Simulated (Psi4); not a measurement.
# CH5B− (SMILES [BH2-]C): UHF/def2-SVPD

What is the vertical doublet–quartet gap of CH5B− at UHF/def2-SVPD? 

The calculation is run with Psi4 1.11.

1 further run of the same task is left out (set aside as unsound or not needed).

### Step 1. The molecule

CH5B− has 7 atoms, charge -1, and is taken as a doublet. SMILES: `[BH2-]C`. Geometry: relaxed at GFN2-xTB.

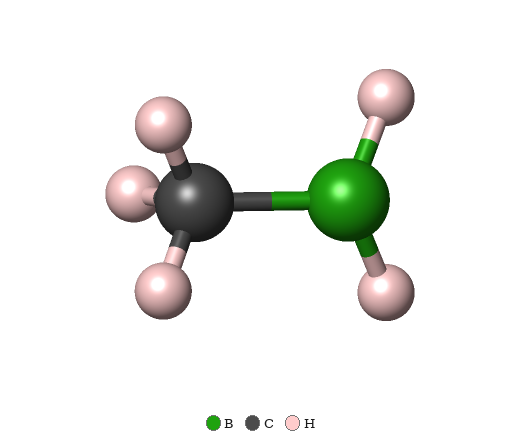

The structure, seen from a chosen angle (boron green, carbon dark grey, hydrogen pink).

### Step 2. A single-point energy at UHF/def2-SVPD

ch5b.py

```python
import psi4

psi4.set_memory(1600000000)
psi4.set_num_threads(1)
psi4.core.set_output_file('run.log', False)

mol = psi4.geometry("""
-1 2
B     -0.367620    -0.876680     0.296410
C      0.129860     0.657930    -0.010930
H      0.566410    -1.652080     0.572900
H     -1.111250    -1.340120    -0.587590
H      0.713810     1.090030     0.817870
H      0.779370     0.770230    -0.909000
H     -0.710590     1.350700    -0.179660
symmetry c1
""")

psi4.set_options({
    'basis': 'def2-SVPD',
    'reference': 'uhf',
    'puream': True,
    'e_convergence': 1e-09,
    'd_convergence': 1e-08,
    'scf_type': 'pk',
    'maxiter': 200,
})

energy_value, wavefunction = psi4.energy("scf", return_wfn=True)
print(f'scf energy: {energy_value:.10f} Eh')
```

Launch:

```sh
$ python ch5b.py
```

run.log:

```text
[...]
  Running in c1 symmetry.
[...]
  Nuclear repulsion =   30.809888872353739
[...]
  Multiplicity = 2
[...]
  Nalpha       = 9
  Nbeta        = 8
[...]
    Number of basis functions: 80
[...]
   @UHF iter   1:   -65.21508694407866   -7.06154e-01   5.21201e-03 ADIIS/DIIS
[...]
   @UHF iter  14:   -65.34670362202202   -1.19655e-11   6.85258e-09 DIIS
[...]
   @S^2 Observed:                7.564313360E-01
[...]
    Orbital Energies [Eh]
    ---------------------
    Alpha Occupied:
       1A    -11.001729     2A     -7.333334     3A     -0.712402
       4A     -0.425620     5A     -0.341071     6A     -0.335117
       7A     -0.215588     8A     -0.197532     9A     -0.017911
    Alpha Virtual:
      10A      0.245948    11A      0.270681    12A      0.356589
      13A      0.357544    14A      0.357706    15A      0.363248
      16A      0.379983    17A      0.396948    18A      0.410731
      19A      0.464458    20A      0.469274    21A      0.469839
      22A      0.473699    23A      0.494322    24A      0.570917
      25A      0.583917    26A      0.596093    27A      0.599813
[...]
  @UHF Final Energy:   -65.34670362202202
   => Energetics <=
    Nuclear Repulsion Energy =             30.8098888723537385
    One-Electron Energy =                -151.2487259928888648
    Two-Electron Energy =                  55.0921334985131068
    Total Energy =                        -65.3467036220220194
  UHF NO Occupations:
  HONO-2 :    7  A 1.9993954
  HONO-1 :    8  A 1.9981517
[...]
 Multipole Moments:
 ------------------------------------------------------------------------------------
     Multipole            Electronic (a.u.)      Nuclear  (a.u.)        Total (a.u.)
 ------------------------------------------------------------------------------------
 L = 1.  Multiply by 2.5417464519 to convert [e a0] to [Debye]
 Dipole X            :         -0.2411171            0.8728851            0.6317681
 Dipole Y            :          0.1714486            1.2455982            1.4170468
 Dipole Z            :          0.3958448           -0.9289359           -0.5330910
 Magnitude           :                                                    1.6405300
[...]
```

On the terminal:

```text
scf energy: -65.3467036220 Eh
```

It took 3.3 s on 1 thread of Intel Xeon 6975P-C (Granite Rapids), shared host; peak memory 0.26 GiB.

### Step 3. The quartet: energy and forces at UHF/def2-SVPD

job.in

```
memory 1.6 GB

molecule mol {
  -1 4
  B     -0.367620    -0.876680     0.296410
  C      0.129860     0.657930    -0.010930
  H      0.566410    -1.652080     0.572900
  H     -1.111250    -1.340120    -0.587590
  H      0.713810     1.090030     0.817870
  H      0.779370     0.770230    -0.909000
  H     -0.710590     1.350700    -0.179660
  symmetry c1
}

set globals {
  basis         def2-SVPD
  reference     uhf
  puream        true
  e_convergence 1e-09
  d_convergence 1e-08
  scf_type      pk
  maxiter       200
}

E, wfn = gradient("hf", return_wfn=True)
oeprop(wfn, "MAYER_INDICES", "QUADRUPOLE", "WIBERG_LOWDIN_INDICES", title="HF")
print_variables()
```

Launch:

```sh
$ psi4 -i job.in -o job.out -n 1
```

job.out, cut to the lines that bear on the results:

```text
[...]
  Running in c1 symmetry.
[...]
  Nuclear repulsion =   30.809888872353739
[...]
  Multiplicity = 4
[...]
  Nalpha       = 10
  Nbeta        = 7
[...]
    Number of basis functions: 80
[...]
   @UHF iter   1:   -64.99440867039469   -4.85476e-01   4.69138e-03 DIIS/ADIIS
[...]
   @UHF iter  20:   -65.13095942639512   -7.58860e-12   7.11902e-09 DIIS
[...]
   @S^2 Observed:                3.772121798E+00
[...]
  @UHF Final Energy:   -65.13095942639512
   => Energetics <=
    Nuclear Repulsion Energy =             30.8098888723537385
    One-Electron Energy =                -149.7374877778152324
    Two-Electron Energy =                  53.7966394790663713
    Total Energy =                        -65.1309594263951226
  UHF NO Occupations:
  HONO-2 :    8  A 1.0000000
  HONO-1 :    9  A 1.0000000
[...]
  -Total Gradient:
     Atom            X                  Y                   Z
    ------   -----------------  -----------------  -----------------
       1       -0.003257649117    -0.084983150273    -0.019055364389
       2       -0.002590109539     0.005810483918     0.005362841015
       3        0.005589231115     0.030606703112     0.017874889594
       4       -0.010362694628     0.033711545280     0.007061069126
       5        0.004043988862     0.004484296255    -0.000925828515
       6        0.005956090365     0.005327486387    -0.007056968278
       7        0.000621142942     0.005042635321    -0.003260638553
[...]
 Multipole Moments:
 ------------------------------------------------------------------------------------
     Multipole            Electronic (a.u.)      Nuclear  (a.u.)        Total (a.u.)
 ------------------------------------------------------------------------------------
 L = 1.  Multiply by 2.5417464519 to convert [e a0] to [Debye]
 Dipole X            :          0.2628958            0.8728851            1.1357810
 Dipole Y            :          0.8361429            1.2455982            2.0817411
 Dipole Z            :         -0.1540595           -0.9289359           -1.0829954
 Magnitude           :                                                    2.6070143
 L = 2.  Multiply by 1.3450342976 to convert [e a0^2] to [Debye ang]
 Quadrupole XX       :        -40.1379156           14.0188199          -26.1190957
 Quadrupole XY       :        -13.3294347           11.0844964           -2.2449384
[...]
```

Wall time 3.6 s (1 thread of Intel Xeon 6975P-C (Granite Rapids), shared host); peak memory 0.27 GiB.

### Step 4. Outcome

At UHF/def2-SVPD:

```
                                        quantity         value
                           doublet: total energy  -65.34670 Eh
     doublet: HOMO energy (highest over α and β)      -0.49 eV
      doublet: LUMO energy (lowest over α and β)       6.64 eV
                                   doublet: ⟨S²⟩         0.756
                           quartet: total energy  -65.13096 Eh
     quartet: HOMO energy (highest over α and β)       2.09 eV
      quartet: LUMO energy (lowest over α and β)       2.22 eV
                                   quartet: ⟨S²⟩         3.772
               quartet: largest force on an atom    4.482 eV/Å
vertical energy of the quartet above the doublet      5.871 eV
```

At this shape the quartet lies 5.87 eV (135 kcal/mol) above the doublet. For an anion a state so high probably lies above electron detachment. The HOMO (quartet) lies at positive energy, 2.09 eV: the electron is unbound at this level or held by a compact basis; values depend on the basis.
